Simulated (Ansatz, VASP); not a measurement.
## Te in two plane-wave programs

Wanted: the spread between two codes on one cell, functional and k mesh.

Program: Ansatz 0.2.0. Level of theory: plane waves, with VASP 6.6.1 beside it; zone-centre phonons at PBEsol with D3(BJ). Results are calculated unless marked as measured.

### Step 1. Starting point

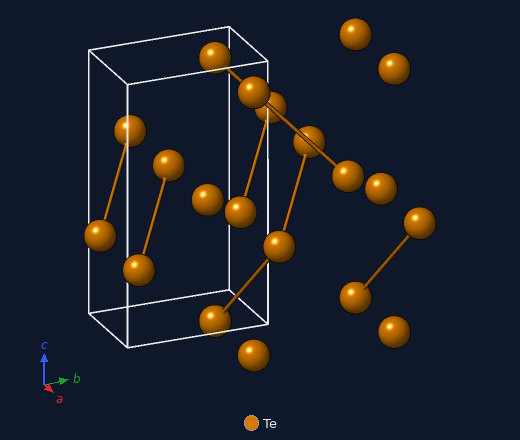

The starting structure, seen slightly off an axis (tellurium orange). 2×2×1 cells are drawn. Bonds to atoms that aren't drawn are left out. Some periodic images of atoms are drawn too.

### Step 2. Ansatz: zone-centre phonons, PBEsol with D3(BJ)

Ansatz runs on its default PAW (the set named soft_2) files.

Second derivatives magnify differences that forces hide, and they need a tight electronic threshold.

Input file input.yaml:

```yaml
crystal:
  lattice:
    - [4.1922254906, 0.0, 0.0]
    - [-2.0961127453, 3.6305737732, 0.0]
    - [0.0, 0.0, 5.9551044812]
  atoms:
    - { symbol: Te, position: [0.7052329391, 0.7052329391, 0.0] }
    - { symbol: Te, position: [0.0, 0.2947670609, 0.6666666667] }
    - { symbol: Te, position: [0.2947670609, 0.0, 0.3333333333] }
hamiltonian:
  xc: pbesol
  pseudopotentials: { kind: paw }
  dispersion: d3bj
kpoints:
  mp_grid: { grid: [8, 8, 6] }
scf:
  occupations: { method: gaussian, width: 0.03 }
phonons:
  method: dfpt
  qpoints: [[0, 0, 0]]
```

The run is started by

```bash
$ ansatz run input.yaml --threads 4 --pin off --max-ram 9216MiB --backend cpu --events-out ev --progress --plain --runs-dir out
```

Numbers of over 12 decimals in the logs are rounded to 6 here.

The log of the run:

```text
Engine: ansatz 0.2.0, aarch64-unknown-linux-gnu
Pseudopotentials: kind: paw
Pseudopotential: Te, paw, valence charge 16, recommended cutoff 420 eV (normal), Te.paw.azcp
Functional definition: PBEsol
  exchange = pbesol_x
  correlation = pbesol_c
Crystal: 3 atoms, lattice volume = 90.638 Å³
Basis set: ecut = 420 eV, 1717 PW (Γ), exchange–correlation on 60×60×96 points (8 copies of the dense FFT grid, shifted against one another)
Bands: 29, of which v1, the nominal top of the filled ones, is band 24 counted from 1 (23 counted from 0)
Symmetry: 6 space group operations
k-points: 196 of 384 (irreducible under 1 space group operation, time reversal used)
Non-local potential: Te, projectors of the file, l = 0: 2, l = 1: 2, l = 2: 2, l = 3: 2
PAW form: soft (Blöchl's): semilocal exchange-correlation on the pseudo side does not see the compensation charge
PAW frozen core: Te, regenerated for the run's functional, and the local potential with it (the file was generated under x = pbe(κ = 0.804, μ = 0.219515), c = pbe(β = 0.066725))
PAW one-centre angular grid: Te, 590 points (default); XC on 64 Gauss nodes
Initial density: superposition of atomic densities (neutral atoms: chi_scale 0, normalization atom), corrected by the library's trained network
Initial wavefunctions: pseudopotential atomic-orbital guess
Functional: x = pbesol(κ = 0.804, μ = 0.123457), c = pbesol(β = 0.046)
SCF iter   1: F=—  HF=-20705.879753 eV  |F-HF|=—  |Δ(HF+E_count)|=         —  Δρ=2.29e-3  dr2=2.50e-3  ethr=1.77e-3  ⟨swp⟩=7.6  Hψ=26584  notcnv=0
preconditioner: auto → Resta (q_TF=auto, 2.454 Å⁻¹)  ε∞=4.5  [insulator: Δε(μ)=0.217 eV  Ē_g=8.859 eV  σ=0.030 eV  W_gap=1.00  n_scr=22 (ndim 8)  ℏωp=16.5 eV  f_vac=0.007  D(μ)=0.00/eV (n_scr^D=0)  ε∞_Penn≈4.5]
SCF iter   2: F=—  HF=-20705.876319 eV  |F-HF|=—  |Δ(HF+E_count)|=   3.43e-3  Δρ=1.23e-3  dr2=6.80e-4  ethr=5.22e-6  ⟨swp⟩=2.8  Hψ=12514  notcnv=0  defer=115
SCF iter   3: F=—  HF=-20705.876301 eV  |F-HF|=—  |Δ(HF+E_count)|=   1.85e-5  Δρ=2.33e-4  dr2=3.96e-5  ethr=1.42e-6  ⟨swp⟩=2.0  Hψ=10195  notcnv=0  defer=115
SCF iter   4: F=—  HF=-20705.876281 eV  |F-HF|=—  |Δ(HF+E_count)|=   1.97e-5  Δρ=1.03e-4  dr2=7.87e-6  ethr=8.24e-8  ⟨swp⟩=2.0  Hψ=10195  notcnv=0  defer=115
SCF iter   5: F=—  HF=-20705.876284 eV  |F-HF|=—  |Δ(HF+E_count)|=   2.88e-6  Δρ=2.97e-5  dr2=8.25e-7  ethr=1.64e-8  ⟨swp⟩=1.4  Hψ=6115  notcnv=0  defer=115
SCF iter   6: F=—  HF=-20705.876287 eV  |F-HF|=—  |Δ(HF+E_count)|=   2.78e-6  Δρ=5.82e-6  dr2=3.74e-8  ethr=1.72e-9  ⟨swp⟩=2.0  Hψ=7054  notcnv=0  defer=115
SCF iter   7: F=—  HF=-20705.876287 eV  |F-HF|=—  |Δ(HF+E_count)|=   7.51e-9  Δρ=1.53e-6  dr2=1.99e-9  ethr=7.80e-11  ⟨swp⟩=2.0  Hψ=10056  notcnv=0  defer=115
SCF iter   8: F=—  HF=-20705.876287 eV  |F-HF|=—  |Δ(HF+E_count)|=  2.15e-10  Δρ=2.32e-7  dr2=3.62e-11  ethr=4.15e-12  ⟨swp⟩=2.0  Hψ=10195  notcnv=0  defer=115
SCF iter   9: F=-20705.876287 eV  HF=-20705.876287 eV  |F-HF|=3.64e-12  |Δ(HF+E_count)|=  1.46e-11  Δρ=5.81e-8  dr2=2.86e-12  ethr=1.00e-12  ⟨swp⟩=10.3  Hψ=28600  notcnv=0
SCF 1 converged in 9 iterations: F = -20705.876287 eV  dr2 = 2.86e-12
  greatest PAW one-centre occupation: 0.998 electrons in one spin orbital (limit 2), on the Te atom at site 1 (counted from 0), in its partial waves of l = 2
DFPT response loops at Γ: preconditioner auto → Resta (q_TF=auto, 2.454 Å⁻¹)  ε∞=16.8 (no band partly filled); β = 1.00, the filter's whole step (`scf.mixing.beta` (0.50) is not read by the response loops at its default; to damp them type it under 1.00, their step now; it binds the ground state too); Broyden in place of MSR1
SCF converged after 9 iterations
Free energy (F): -20705.876287 eV
Harris-Foulkes:  -20705.876287 eV  (|F-HF|=3.64e-12)
Internal energy: -20705.876287 eV  (E = F + TS)
E sigma→0 (E₀):  -20705.876287 eV
Fermi energy:    10.467408 eV
--- Per-component energies (eV) ---
  E_band       = -725.504570
  E_kinetic    = 544.029257
  E_local      = -3447.010907  (includes V_loc(G=0)·N_el)
  E_nonlocal   = -924.111456
  E_hartree    = 2277.132733
  E_xc         = -371.469868
  E_vxc        = -314.151087  (∫ρ·V_xc dr)
  E_paw        = -13752.809857  (= ΣΔE_a)
  E_vpaw       = -1138.525189  (= ΣTr[D̂ρ^β])
  E_aug_tail   = -0.000558  (compensation charges beyond the density's cutoff)
  E_ewald      = -5031.382834
  E_disp       = -1.377242  (pairwise vdW)
  E_core_change = 1.124446  (= ΣΔE_core)
  E_smearing   = -0.000000  (= −TS)
  E_closure    = 0.000000  (closes the sum)
  Σ components = -20705.876287   (vs F -20705.876287, Δ=0.00e0)
--- Band table (eV; the first three rows and the last of 196) ---
  k-point 0: bands = [... 20 lower, 8.0272, 8.6610, 8.6610, 9.1636, 11.5852, 11.5852, 12.3572, 15.2162, ... 1 higher]
  k-point 1: bands = [... 20 lower, 8.0596, 8.7929, 9.1136, 9.2470, 11.3257, 11.3545, 12.0605, 14.5117, ... 1 higher]
  k-point 2: bands = [... 20 lower, 7.9404, 9.1300, 9.4884, 9.6606, 10.8502, 10.8887, 11.4253, 14.0564, ... 1 higher]
  k-point 195: bands = [... 20 lower, 6.7819, 7.4974, 7.7025, 10.0669, 10.5729, 12.6719, 13.3154, 14.4872, ... 1 higher]
--- Phonons (Γ-DFPT): 2 representative perturbations + reference, on 196 of 384 k-points (Σ response iterations 6) ---
  k mesh reduced under 1 symmetry operation, with k and −k counted as one. Each operation leaves every solved perturbation unchanged. A smaller set is not used because it would not reduce the number of displacements times k-points to solve
  ASR residual: 1.257e-4 → 0.000e0 eV/Å²; symmetrization residual: 2.949e-6 eV/Å²
  pairwise dispersion correction: d3bj (s6 = 1.0, s8 = 2.9491, a1 = 0.4466, a2_bohr = 6.1742), with the weights of each atom's references fixed at the reference crystal's, and the forces and stress that the weights' published response gives there kept as a pressure on the atom's counted neighbours (hamiltonian.dispersion)
  ASR residual per site (eV/Å²): 1.26e-4 1.26e-4 1.26e-4
  Γ frequencies (cm⁻¹): 0.00 0.00 0.00 78.99 78.99 88.58 92.79 126.57 126.57
  non-analytic LO–TO correction: not included (Born effective charges unavailable; polar crystals: no LO–TO splitting at Γ)
--- Phonons (arbitrary-q DFPT): 1 explicit q-point ---
  q = [0, 0, 0] (of the zone-centre solve; hermiticity 5.95e-7, symmetrization 2.97e-7): -0.00 -0.00 -0.00 78.99 78.99 88.58 92.79 126.57 126.57
  sum rule: each row above includes the acoustic sum rule's correction from the zone centre's row sums; it moved no ω² by more than (0.52 cm⁻¹)²
```

Run time: 43 s. Hardware: 4 threads of Arm Neoverse V1, shared host; peak memory 1.8 GiB; 2.7 min of CPU time.

Reading the cycles: dr2 is the Hartree energy of the density residual (eV), the measure of convergence; HF is the Harris–Foulkes estimate of the energy, which meets the free energy F at convergence.

### Step 3. VASP: zone-centre phonons, PBEsol with D3(BJ)

The same cell, functional, mesh and smearing now go to VASP, with its own data sets and cutoff.

Lines of VASP's logs that name or quote its potential files are left out, and so is its time.

Input file INCAR:

```
SYSTEM = Te
PREC = Accurate
ENCUT = 450
EDIFF = 1E-08
NELM = 100
ISMEAR = 0
SIGMA = 0.03
LREAL = .FALSE.
ALGO = Normal
GGA = PS
IVDW = 12
NBANDS = 15
LORBIT = 11
LWAVE = .FALSE.
LCHARG = .FALSE.
KPAR = 4
IBRION = 6
NFREE = 2
POTIM = 0.015
NSW = 1
ISIF = 2
```

Input file POSCAR:

```
Te
1.0
    4.1922254906      0.0000000000      0.0000000000
   -2.0961127453      3.6305737732      0.0000000000
    0.0000000000      0.0000000000      5.9551044812
Te
3
Direct
    0.7052329391      0.7052329391      0.0000000000
    0.0000000000      0.2947670609      0.6666666667
    0.2947670609      0.0000000000      0.3333333333
```

Input file KPOINTS:

```
Automatic mesh
0
Gamma
8 8 6
0 0 0
```

Potentials, in the order of the species: Te (PBE family, release 64).

The run is started by

```bash
$ mpirun -np 4 vasp_std
```

The log of the run:

```text
[banner, memory and clock lines left out]
running    4 mpi-ranks, on    1 nodes
 distrk:  each k-point on    1 cores,    4 groups
 distr:  one band on    1 cores,    1 groups

 POSCAR found type information on POSCAR Te
 POSCAR found :  1 types and       3 ions
|                                                                             |
|               ----> ADVICE to this user running VASP <----                  |
|                                                                             |
|     You enforced a specific xc type in the INCAR file but a different       |
|     [... a line on the potential file left out ...]
|     I HOPE YOU KNOW WHAT YOU ARE DOING!                                     |
|                                                                             |

 LDA part: xc-table for (Slater+PW92), standard interpolation
 POSCAR, INCAR and KPOINTS ok, starting setup
 FFT: planning ... GRIDC
 FFT: planning ... GRID_SOFT
 FFT: planning ... GRID
 WAVECAR not read
 entering main loop
       N       E                     dE             d eps       ncg     rms          rms(c)
DAV:   1     0.677350354981E+02    0.67735E+02   -0.60766E+03  1500   0.865E+02
DAV:   2    -0.636891834436E+01   -0.74104E+02   -0.70848E+02  2100   0.137E+02
DAV:   3    -0.104908763736E+02   -0.41220E+01   -0.41045E+01  1731   0.370E+01
DAV:   4    -0.105569820935E+02   -0.66106E-01   -0.66095E-01  2236   0.554E+00
DAV:   5    -0.105580442197E+02   -0.10621E-02   -0.10621E-02  1878   0.604E-01    0.149E+01
DAV:   6    -0.105443617253E+02    0.13682E-01   -0.88099E-03  1983   0.576E-01    0.917E+00
DAV:   7    -0.105397197243E+02    0.46420E-02   -0.17584E-02  1745   0.803E-01    0.206E-01
DAV:   8    -0.105394731865E+02    0.24654E-03   -0.27585E-03  1759   0.304E-01    0.105E-01
DAV:   9    -0.105394821340E+02   -0.89475E-05   -0.75772E-05  2115   0.594E-02    0.733E-02
DAV:  10    -0.105394826137E+02   -0.47973E-06   -0.82599E-06  1801   0.187E-02    0.106E-02
DAV:  11    -0.105394810348E+02    0.15789E-05   -0.35949E-06  1850   0.113E-02    0.464E-03
DAV:  12    -0.105394811058E+02   -0.70979E-07   -0.41295E-07  1983   0.379E-03    0.244E-03
DAV:  13    -0.105394810645E+02    0.41230E-07   -0.49064E-08  1808   0.139E-03    0.914E-04
DAV:  14    -0.105394810651E+02   -0.56787E-09   -0.16682E-09  1170   0.268E-04
   1 F= -.11916318E+02 E0= -.11916318E+02  d E =-.424570E-08
[...]
2 F= -.11916063E+02 E0= -.11916063E+02  d E =-.347683E-08
[...]
3 F= -.11916054E+02 E0= -.11916054E+02  d E =-.143130E-07
[...]
4 F= -.11915746E+02 E0= -.11915746E+02  d E =-.963171E-07
 Finite differences progress:
  Degree of freedom:   2/  2
  Displacement:        1/  2
  Total:               3/  4
 bond charge predicted
       N       E                     dE             d eps       ncg     rms          rms(c)
DAV:   1    -0.105389841088E+02   -0.72075E-04   -0.19102E-01  6069   0.218E+00    0.456E-01
DAV:   2    -0.105388650517E+02    0.11906E-03   -0.85632E-03  7392   0.557E-01    0.243E-01
DAV:   3    -0.105389176464E+02   -0.52595E-04   -0.69867E-04  7126   0.151E-01    0.176E-01
DAV:   4    -0.105389131672E+02    0.44791E-05   -0.29329E-05  7908   0.329E-02    0.678E-02
DAV:   5    -0.105389121761E+02    0.99119E-06   -0.49817E-06  7330   0.154E-02    0.130E-02
DAV:   6    -0.105389120642E+02    0.11181E-06   -0.57230E-07  7315   0.480E-03    0.665E-03
DAV:   7    -0.105389120349E+02    0.29380E-07   -0.14277E-07  7594   0.184E-03    0.144E-03
DAV:   8    -0.105389120341E+02    0.72350E-09   -0.86551E-09  4235   0.629E-04
   5 F= -.11915746E+02 E0= -.11915746E+02  d E =-.962545E-07
 Finite differences progress:
  Degree of freedom:   2/  2
  Displacement:        2/  2
  Total:               4/  4
```

(Continued in part 2 of 2.)

[Lines on the potential files, build, host, timing and source positions are cut from VASP's logs without a mark.]

[Logs are printed without paths, hosts, clocks, repeated set-up lines and the standing remarks that a program may print on its own settings, such as how far it seeks lower states.]

[Hosts, paths, dates, database ids (printed as entryN), source tags and the programs' standing remarks are cut or masked in the printed files.]
